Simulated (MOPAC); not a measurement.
Single-point calculation of Si2SbH7 (charge +1)

The run: single-point calculation of Si2SbH7, charge +1, multiplicity 2. Method and program: PM7, unrestricted, dispersion built in (MOPAC 23.2.5).

The geometry was optimised with PM7.

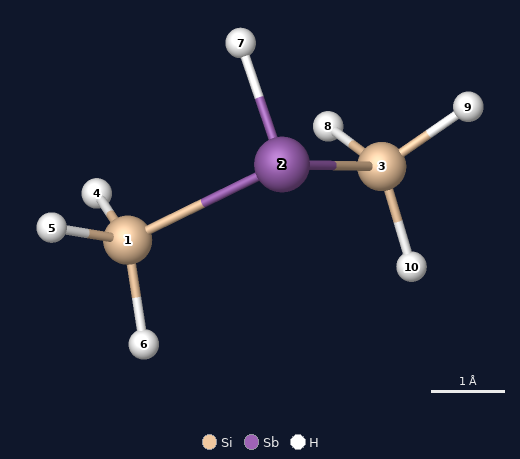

The structure as given in the input (ball-and-stick view, seen at a tilt; atoms are numbered from 1 in the order of the input). Sticks mark near contacts. Bond lengths as drawn: H–Sb 1.78 Å, H–Si 1.46 to 1.47 Å and Sb–Si 2.55 Å.

**The input (h7sbsi2.mop)**
```
PM7 DOUBLET 1SCF DISP CHARGE=1 AUX(PRECISION=9) THREADS=1
energy of H7SbSi2

Si    -1.310791 1     1.124766 1    -0.834266 1
Sb     1.201329 1     0.905713 1    -0.484123 1
Si     1.123010 1    -1.017532 1     1.182114 1
H     -1.953045 1    -0.162097 1    -1.104122 1
H     -1.491248 1     2.010849 1    -1.988181 1
H     -1.916045 1     1.735437 1     0.351477 1
H      1.419429 1    -0.165765 1    -1.885914 1
H      0.263520 1    -2.113335 1     0.732869 1
H      2.499795 1    -1.502508 1     1.318087 1
H      0.648559 1    -0.521446 1     2.475961 1
```

Machine: 1 thread of Arm Neoverse V1, 24 GiB of memory available, shared host.

Command:
```bash
mopac h7sbsi2.mop
```

**Output**
```
MOPAC v23.2.5
PM7 CALCULATION RESULTS

 *  PM7        - The PM7 Hamiltonian to be used
 *  DOUBLET    - SPIN STATE DEFINED AS A DOUBLET
 *
 *
 *
 *                 CHARGE ON SYSTEM = +1
 *
 *
 *
 *  1SCF       - DO 1 SCF AND THEN STOP
 *  THREADS=1  - MULTI-THREADING NOT USED
 *  AUX        - OUTPUT AUXILIARY INFORMATION
 *  DISP       - PRINT DISPERSION AND HYDROGEN BOND ENERGIES
PM7 DOUBLET 1SCF DISP CHARGE=1 AUX(PRECISION=9) THREADS=1
 energy of H7SbSi2

   ATOM   CHEMICAL          X               Y               Z
  NUMBER   SYMBOL      (ANGSTROMS)     (ANGSTROMS)     (ANGSTROMS)

     1      Si         -1.31079100  *   1.12476600  *  -0.83426600  *
     2      Sb          1.20132900  *   0.90571300  *  -0.48412300  *
     3      Si          1.12301000  *  -1.01753200  *   1.18211400  *
     4       H         -1.95304500  *  -0.16209700  *  -1.10412200  *
     5       H         -1.49124800  *   2.01084900  *  -1.98818100  *
     6       H         -1.91604500  *   1.73543700  *   0.35147700  *
     7       H          1.41942900  *  -0.16576500  *  -1.88591400  *
     8       H          0.26352000  *  -2.11333500  *   0.73286900  *
     9       H          2.49979500  *  -1.50250800  *   1.31808700  *
    10       H          0.64855900  *  -0.52144600  *   2.47596100  *

          CARTESIAN COORDINATES

    NO.       ATOM           X           Y           Z

     1        Si         -1.3108      1.1248     -0.8343
     2        Sb          1.2013      0.9057     -0.4841
     3        Si          1.1230     -1.0175      1.1821
     4         H         -1.9530     -0.1621     -1.1041
     5         H         -1.4912      2.0108     -1.9882
     6         H         -1.9160      1.7354      0.3515
     7         H          1.4194     -0.1658     -1.8859
     8         H          0.2635     -2.1133      0.7329
     9         H          2.4998     -1.5025      1.3181
    10         H          0.6486     -0.5214      2.4760

           Empirical Formula: H7 Si2 Sb  =    10 atoms

      MOLECULAR POINT GROUP   :   Cs

 DOUBLET STATE CALCULATION

          UHF CALCULATION, NO. OF ALPHA ELECTRONS =   10
                           NO. OF BETA  ELECTRONS =    9

 -------------------------------------------------------------------------------
 PM7 DOUBLET 1SCF DISP CHARGE=1 AUX(PRECISION=9) THREADS=1
 energy of H7SbSi2

     1SCF WAS SPECIFIED, SO BFGS WAS NOT USED
     SCF FIELD WAS ACHIEVED

                              PM7 CALCULATION

          FINAL HEAT OF FORMATION =        107.82044 KCAL/MOL =     451.12071 KJ/MOL

          TOTAL ENERGY            =      -9578.36665 KCAL/MOL = ELECTRONIC ENERGY + CORE-CORE REPULSION
          ENERGY OF ATOMS         =       9686.32014 KCAL/MOL
                              SUM =        107.95349 KCAL/MOL
          DISPERSION ENERGY       =         -0.13305 KCAL/MOL
                              SUM =        107.82044 KCAL/MOL = FINAL HEAT OF FORMATION

          TOTAL ENERGY            =       -415.35729 EV
          ELECTRONIC ENERGY       =      -1218.06207 EV
          CORE-CORE REPULSION     =        802.70478 EV
          COSMO AREA              =        158.76 SQUARE ANGSTROMS
          COSMO VOLUME            =        163.42 CUBIC ANGSTROMS

          IONIZATION POTENTIAL    =         15.068293 EV
          ALPHA SOMO LUMO (EV)    =        -15.068 -4.980
          BETA  SOMO LUMO (EV)    =        -15.161 -9.125
          NO. OF ALPHA ELECTRONS  =         10
          NO. OF BETA  ELECTRONS  =          9
          MOLECULAR WEIGHT        =        184.9763         POINT GROUP:  Cs

          MOLECULAR DIMENSIONS (Angstroms)

            Atom       Atom       Distance
            H     9    H     5     6.26127
            H    10    H     7     3.96239
           Sb     2    H     4     2.76105

          SCF CALCULATIONS        =          1

          WALL-CLOCK TIME         =      0.016 SECONDS
          COMPUTATION TIME        =      0.016 SECONDS

   ATOM   CHEMICAL          X               Y               Z
  NUMBER   SYMBOL      (ANGSTROMS)     (ANGSTROMS)     (ANGSTROMS)

     1      Si         -1.31079100  *   1.12476600  *  -0.83426600  *
     2      Sb          1.20132900  *   0.90571300  *  -0.48412300  *
     3      Si          1.12301000  *  -1.01753200  *   1.18211400  *
     4       H         -1.95304500  *  -0.16209700  *  -1.10412200  *
     5       H         -1.49124800  *   2.01084900  *  -1.98818100  *
     6       H         -1.91604500  *   1.73543700  *   0.35147700  *
     7       H          1.41942900  *  -0.16576500  *  -1.88591400  *
     8       H          0.26352000  *  -2.11333500  *   0.73286900  *
     9       H          2.49979500  *  -1.50250800  *   1.31808700  *
    10       H          0.64855900  *  -0.52144600  *   2.47596100  *

                             CARTESIAN COORDINATES

   1   Si       -1.310791000     1.124766000    -0.834266000
   2   Sb        1.201329000     0.905713000    -0.484123000
   3   Si        1.123010000    -1.017532000     1.182114000
   4    H       -1.953045000    -0.162097000    -1.104122000
   5    H       -1.491248000     2.010849000    -1.988181000
   6    H       -1.916045000     1.735437000     0.351477000
   7    H        1.419429000    -0.165765000    -1.885914000
   8    H        0.263520000    -2.113335000     0.732869000
   9    H        2.499795000    -1.502508000     1.318087000
  10    H        0.648559000    -0.521446000     2.475961000

           Empirical Formula: H7 Si2 Sb  =    10 atoms

      MOLECULAR POINT GROUP   :   Cs

          ALPHA EIGENVALUES
 -41.02769 -23.65753 -22.68615 -18.27146 -17.85619 -17.38996 -17.36808 -16.87990
 -15.64079 -15.06829  -4.97992  -4.89382  -3.28239  -2.46025  -2.40419  -2.16678
  -2.13723   2.59716   2.62195   9.99528  10.74994  10.93475  13.19679  13.48329
  14.89079  15.39058  15.54822  15.70655  16.08430  16.50130  16.57103  16.97464
  17.92809  17.93614

           BETA EIGENVALUES
 -38.85419 -23.52146 -22.37828 -18.01216 -17.80776 -17.37138 -17.20694 -16.71198
 -15.16137  -9.12482  -4.33159  -4.28728  -2.97185  -2.41456  -2.33623  -2.10528
  -2.03118   2.65913   2.68703  10.06421  10.80647  10.95938  13.22051  13.50444
  14.95122  15.41978  15.58291  15.72550  16.17590  16.52331  16.59218  17.01678
  17.98026  17.98768

              NET ATOMIC CHARGES AND DIPOLE CONTRIBUTIONS

  ATOM NO.   TYPE          CHARGE      No. of ELECS.   s-Pop       p-Pop       d-Pop
    1         Si           0.009089        3.9909     0.92885     2.97289     0.08917
    2         Sb           0.416064        4.5839     1.84562     2.54819     0.19012
    3         Si           0.009096        3.9909     0.92886     2.97288     0.08916
    4          H           0.085978        0.9140     0.91402
    5          H           0.088341        0.9117     0.91166
    6          H           0.081150        0.9189     0.91885
    7          H           0.054808        0.9452     0.94519
    8          H           0.085980        0.9140     0.91402
    9          H           0.088341        0.9117     0.91166
   10          H           0.081154        0.9188     0.91885
 DIPOLE           X         Y         Z       TOTAL
 POINT-CHG.    -1.645    -1.403     0.495     2.217
 HYBRID         1.289     1.304    -0.170     1.841
 SUM           -0.356    -0.099     0.325     0.492

          ATOMIC ORBITAL ELECTRON POPULATIONS

     Atom    s        px        py        pz      x^2-y^2     xz        z^2       yz        xy
    1 Si   0.92885   0.81231   1.07970   1.08087   0.01973   0.01312   0.01815   0.02417   0.01401
    2 Sb   1.84562   0.79885   0.82941   0.91994   0.04586   0.02607   0.03049   0.05924   0.02846
    3 Si   0.92886   1.08264   0.90482   0.98543   0.01626   0.01202   0.02019   0.02050   0.02020
    4  H   0.91402
    5  H   0.91166
    6  H   0.91885
    7  H   0.94519
    8  H   0.91402
    9  H   0.91166
   10  H   0.91885

                    (SZ)    =    0.500000
                    (S**2)  =    0.753302

          ATOMIC ORBITAL SPIN POPULATIONS

    Atom   Total    s     px     py     pz   x^2-y^2  xz     z^2    yz     xy
         Atomic
    1 Si  0.1549  0.003  0.156 -0.013  0.003 -0.000  0.000 -0.000  0.000  0.005
    2 Sb  0.6227  0.053  0.250  0.321  0.001 -0.000 -0.000 -0.000 -0.001 -0.000
    3 Si  0.1549  0.003 -0.003  0.094  0.056 -0.000  0.000  0.001  0.001  0.003
    4  H  0.0329  0.033
    5  H -0.0028 -0.003
    6  H -0.0011 -0.001
    7  H  0.0096  0.010
    8  H  0.0329  0.033
    9  H -0.0028 -0.003
   10  H -0.0011 -0.001

 *                    *
 * JOB ENDED NORMALLY *
 *                    *

 TOTAL JOB TIME:             0.03 SECONDS

 == MOPAC DONE ==
```

**Summary**

| quantity | value |
| --- | --- |
| outcome | converged |
| total energy | −15.264099 hartree |
| dispersion energy | −0.000212 hartree |
| heat of formation | 107.82 kcal/mol |
| basis functions | 34 |
| ⟨S²⟩ | 0.753 |
| peak memory | 0.11 GiB |

MOPAC's energies along a path are heats of formation.
